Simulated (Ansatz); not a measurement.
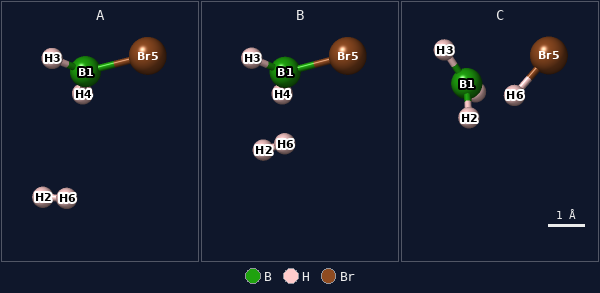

3 geometries from a converged minimum-energy path of BH4Br, made up at the start of BH₃ and HBr, shuffled. Style: ball-and-stick. Shown at a tilt.

These are results of RKS revPBE/def2-TZVP in Ansatz 0.2.0, not measurements. Run with 7 movable images; climbing image; force threshold 0.05 eV/Å; iteration limit 60; starting path through a guess of the saddle point.

> Which frame is the transition state?

C. In order along the path, whose images run from 0 to 8: C (image 2, +4.0 kcal/mol), B (image 5, −13.0 kcal/mol), A (image 8, −15.1 kcal/mol). Breaking: B1–H2 (1.20 → 1.23 at the top → 4.02 Å), Br5–H6 (1.44 → 1.51 at the top → 4.76 Å). Forming: B1–Br5 (2.41 → 2.54 at the top → 1.91 Å), H2–H6 (3.00 → 1.44 at the top → 0.75 Å).
